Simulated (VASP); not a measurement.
Band structure of Zn (hcp). Computed with PBEsol GGA, VASP's PBE PAW potentials (set 64) (plane waves; VASP 6.6.1).

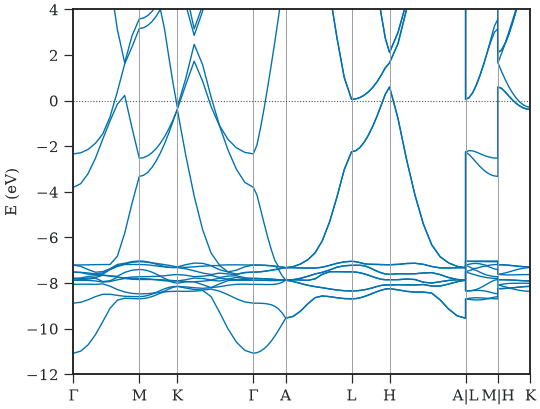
Fig. 1. Bands along high-symmetry lines, zero at the valence-band maximum or, without a gap, the Fermi level

### Question
Read the plot: is there a gap, and where are the band edges?

### Answer
It has no gap at this level: it comes out as a metal or semimetal. (Edges off the drawn lines would not show.)

The compound is Zn in the hcp structure. It was relaxed first, which changed the volume by -7 %.
